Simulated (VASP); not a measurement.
Band structure of Be4S3Se (ordered alloy cell). These are PBEsol GGA, VASP's PBE PAW potentials (set 64) (plane waves; VASP 6.6.1) values and carry that method's errors.

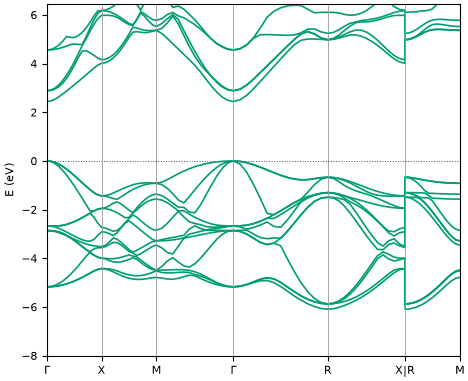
Bands along high-symmetry lines, zero at the valence-band maximum or, without a gap, the Fermi level

Read the plot: is there a gap, and where are the band edges?

The gap is direct, 2.44 eV, from the valence maximum at Γ to the conduction minimum at Γ. (Edges off the drawn lines would not show.)

The structure was generated: Be4S3Se was put into an ordered model structure (P-43m), which need not be its known phase. It was relaxed first.
